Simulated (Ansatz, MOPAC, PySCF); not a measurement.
digermane (SMILES [GeH3][GeH3]) and CH4 (SMILES C) are pulled apart as rigid monomers along the line of their centres of mass, from the B3LYP-D3(BJ)/def2-TZVP minimum. Starting geometry (charge 0, multiplicity 1):
```xyz
13

Ge    -0.1882    -1.4085     0.6535
Ge    -0.3699     0.9892     0.2595
H      0.1695    -2.1320    -0.6575
H     -1.5251    -1.9702     1.1695
H      0.9045    -1.7129     1.6910
H      1.0286     1.6173     0.1209
H     -1.1031     1.6820     1.4201
H     -1.1531     1.2549    -1.0389
C      0.4475     0.3352     4.1759
H     -0.5694     0.2386     3.7983
H      0.8597    -0.6541     4.3673
H      1.0624     0.8473     3.4371
H      0.4364     0.9118     5.0998
```

Interaction energies with rigid monomers; basis-set methods are counterpoise corrected unless marked otherwise.

Frozen-core correlation. Filled d and f shells under p-block atoms count as core. Rows in 6-31G* carry no dispersion term and start afresh at each structure (6-31G* with six Cartesian d functions); the Pople sets are all-electron and without relativity. MP2/6-31G* freezes PySCF's default core, which leaves 3d correlated. The state reached by PM6 isn't checked.

Programs: Ansatz (Gaussian orbitals); MOPAC for PM6 (differences of heats of formation); PySCF for 6-31G* rows, the dispersion terms. 

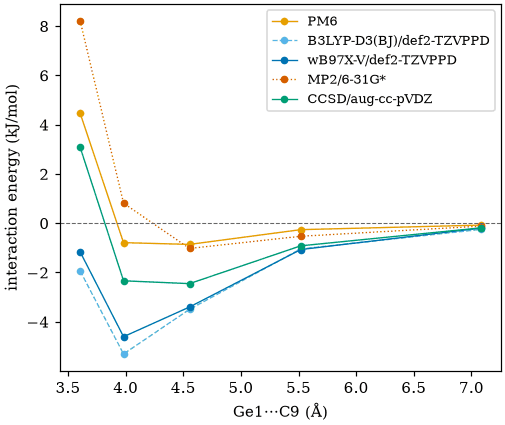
Interaction energy against separation

Task: Which level binds most strongly at Ge1···C9 = 3.98, and by how much?

Result: B3LYP-D3(BJ)/def2-TZVPPD, -5 kJ/mol.

Ansatz is a quantum-chemistry and plane-wave program.
